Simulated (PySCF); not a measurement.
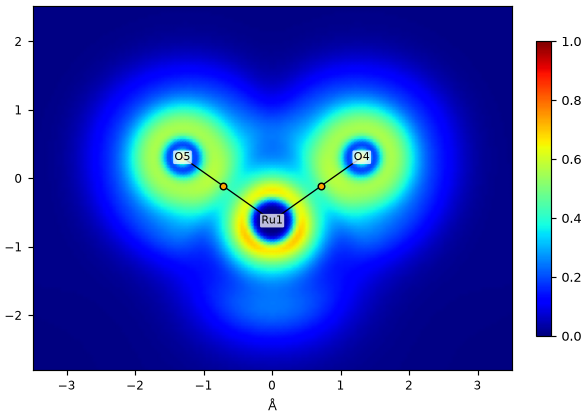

Figure 1: O4Ru. Localised orbital locator (LOL) in the plane of Ru1, O4 and O5, with bond paths and bond critical points (dots).

PySCF calculation, PBE0/def2-SVPD, gas phase; geometry: GFN2-xTB. Core potentials replace the inner electrons of Ru; spin–orbit coupling isn't included. This is a single-reference result, which may miss multireference character in this system. No frequency check shows the geometry to be a minimum. GFN2-xTB bond lengths at metals and heavier atoms can be off by up to 0.1 Å and shapes distorted, which carries into these values.

Input script:

```python
import numpy as np
from pyscf import gto, scf, dft
from pyscf.scf import atom_ks, atom_hf
from scipy.linalg import block_diag

def solve(mol, dm0=None, hcore=None):
    mf = (dft.UKS if mol.spin else dft.RKS)(mol, xc='pbe0')
    mf.grids.level = 3
    mf = mf.density_fit(auxbasis='def2-universal-jkfit')
    mf.conv_tol, mf.max_cycle = 1e-8, 80
    if hcore is not None:
        mf.get_hcore = lambda *args: hcore
    mf.kernel(dm0)
    if not mf.converged:
        mf = mf.newton().run(mf.mo_coeff, mf.mo_occ, max_cycle=30)
    assert mf.converged, 'SCF not converged'
    return mf

mol = gto.M(atom='''
Ru    -0.00008    -0.00003    -0.00001
O     -0.92610    -1.21036     0.49971
O     -0.92605     1.21048    -0.49968
O      0.92628    -0.49977    -1.21018
O      0.92630     0.49981     1.21020
''', basis='def2-svpd', ecp={'Ru': 'def2-svpd'}, charge=0, spin=0, verbose=4)
mf = solve(mol)
mf.analyze()
# spherically averaged free atoms, for the promolecule
atom_ks.AtomSphAverageRKS.init_guess_by_vsap = lambda self, mol=None: self.init_guess_by_minao(mol)  # core potentials
atm = atom_ks.get_atm_nrks(mol, xc='pbe0')
pro = block_diag(*[(atm[a[0]][2] * atm[a[0]][3]) @ atm[a[0]][2].T for a in mol._atom])
np.savez('result.npz', e=mf.e_tot, c=mf.mo_coeff, occ=mf.mo_occ, eps=mf.mo_energy, pro=pro, dip=mf.dip_moment(verbose=0), s2=mf.spin_square()[0])
```

Command:

```sh
OMP_NUM_THREADS=1 python input.py
```

The run took 9.9 s on 1 thread of Arm Neoverse V2, on a shared host, peak memory 0.5 GiB.

Partitions, critical points and surface values were worked out afterwards from this run's density.

**What values does LOL take at the bond critical points in this plane?**

Ru1–O4 and Ru1–O5: about 0.47. Values above 0.5 mark slow, localised electrons, as in shared pairs; low values at a critical point mark a polar or closed-shell contact whose critical point lies between the shells.
